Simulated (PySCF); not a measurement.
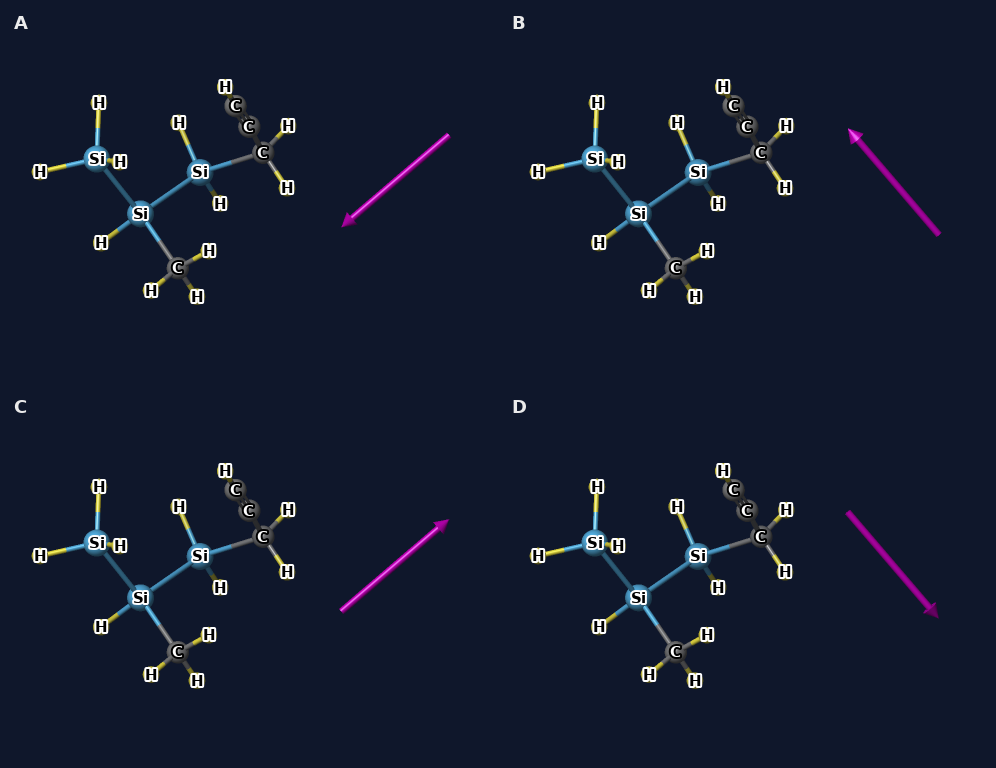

The same molecule four times, each with an arrow. The geometry was computed by an optimisation with GFN2-xTB. No frequency run is at hand to confirm it as a minimum. Method: CAM-B3LYP/def2-SVPD, gas phase (PySCF 2.14.0).

> Which arrow points along the dipole moment, from the negative to the positive end?

D. The dipole moment is 1.06 D.

The geometry is semi-empirical. Around Si such bond lengths and angles can be off by a tenth of an ångström or more and by several degrees, and values that hang on the shape move with them.
